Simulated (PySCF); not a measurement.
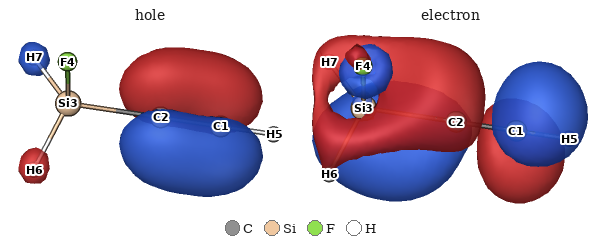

Figure. C$_{2}$H$_{3}$FSi, SMILES `C#C[SiH2]F`. Leading natural transition orbital pair of S₁ (TDA singlet states); the surfaces enclose about 78 % of each orbital's density.

Level of theory: PBE0/6-31G* (PySCF), at a geometry from GFN2-xTB. No frequency check shows the geometry to be a minimum. Without diffuse functions Rydberg states are missing, so the states' numbers hold for this basis only.

Geometry (Å), atoms numbered from 1:

```
C1      -2.3203    0.2401   -0.0001
C2      -1.1540   -0.0510    0.0001
Si3      0.6351   -0.5057   -0.0000
F4       1.4766    0.8671    0.0000
H5      -3.3399    0.5007   -0.0000
H6       1.0028   -1.1797   -1.2362
H7       1.0027   -1.1797    1.2363
```

### Where does the state lie, and where do hole and electron sit?

5.92 eV (209 nm), f = 0.001 (very weak); the leading pair carries 97 %; hole on C1 (45 %), C2 (42 %) and Si3 (6 %), electron on C1 (31 %), Si3 (30 %) and C2 (24 %); their centroids lie 0.7 Å apart. In canonical orbitals it is mainly HOMO → LUMO (94 %). The HOMO–LUMO gap is 7.83 eV.
